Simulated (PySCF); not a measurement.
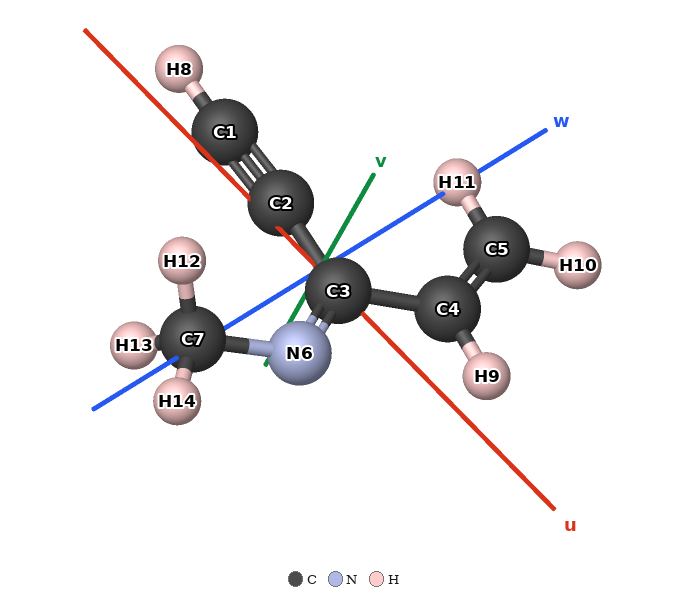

The lines u, v and w are the principal axes of the static dipole polarisability. The computed structure is the end point of a GFN2-xTB optimisation. No frequency run is at hand to confirm it as a minimum. Method: PBE0/def2-SVPD (PySCF 2.14.0).

Question: Along which axis is the molecule most polarisable, and along which least?

Answer: Most along w (close to the long direction C5···C7), least along v.

Question: Give the three principal values.

Answer: u 87.5, v 50.2, w 107.6 bohr³; mean 81.8, anisotropy 50.4 bohr³.
